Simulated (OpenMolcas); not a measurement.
# Run report: AlPH$_{6}$, energy and gradient calculation (part 3 of 3)

AlPH$_{6}$; HF/3-21G, RHF (OpenMolcas 26.06). The geometry comes from this level: GFN2-xTB.

Geometry of the input (Å):
```
Al -0.4949  0.1767  -1.3831
P  0.3543  -0.1313  0.9808
H  0.4799  -0.8548  -2.0494
H  -1.9713  -0.2569  -1.0780
H  -0.1595  1.7064  -1.4713
H  0.8788  0.9234  1.7045
H  1.3849  -0.9980  1.2968
H  -0.4723  -0.5655  1.9997
```

## Output, continued
```
  Irreducible representation: a
 ------------------------------------------------------------------------------------------
                              X                       Y                       Z
 ------------------------------------------------------------------------------------------
  AL1               2.22391108933273E-03   -8.29740046987215E-04    5.81120477903863E-03
  P2               -5.98970462141302E-03    1.93687676384596E-03   -1.51024876169517E-02
  H3               -6.63888341153074E-03    7.60056826597366E-03    7.17450106680628E-03
  H4                1.18388107943286E-02    3.03298864126367E-03   -9.80991994650737E-05
  H5               -1.79190539527629E-03   -1.18177696135500E-02    2.86688576527516E-03
  H6               -4.08120439082893E-03   -1.72172175838727E-02   -8.54746975722076E-04
  H7               -1.15689856681236E-02    1.19139905448029E-02    5.64147813422666E-03
  H8                1.60079616035098E-02    5.38030302850090E-03   -5.43873595319821E-03
 ------------------------------------------------------------------------------------------

--- Stop Module: alaska /rc=_RC_ALL_IS_WELL_ ---

.##################.
.# Happy landing! #.
.##################.

    Timing: Wall=1.79 User=1.39 System=0.39
```

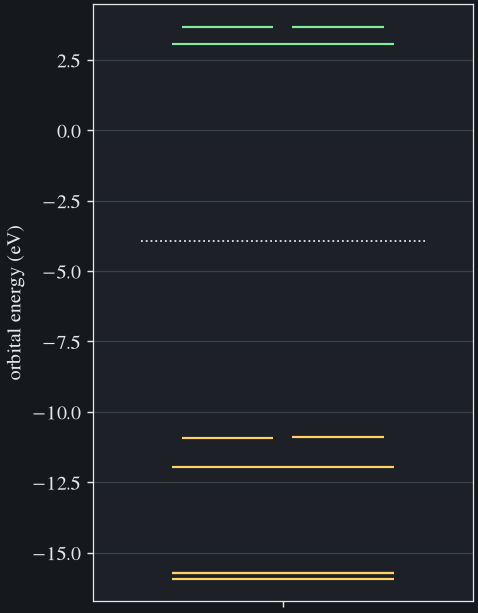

**Figure 1.** Orbital energies near the frontier; the dotted line parts filled from empty levels, and levels within 0.02 eV of each other stand side by side. Highest filled −10.90 eV, lowest empty 3.07 eV, 13.97 eV apart.

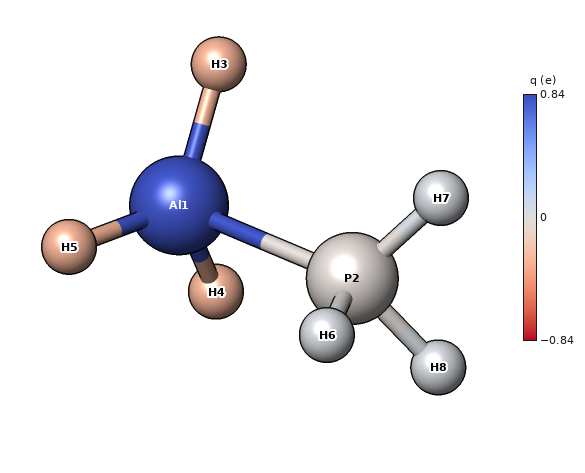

**Figure 2.** Mulliken charges, as the colour of each atom (ball-and-stick view, seen at a tilt; atoms are numbered from 1 in the order of the input). By element: Al +0.80, P −0.03 and H −0.29 to +0.03 e.

## Key numbers

| quantity | value |
| --- | --- |
| outcome | converged |
| total energy | −583.000041 hartree |
| basis functions | 38 |
| largest force | 0.912 eV/Å |
| HOMO | −10.90 eV |
| LUMO | 3.07 eV |
| dipole moment | 4.14 debye |
| wall time | 2 s |
| peak memory | 0.37 GiB |
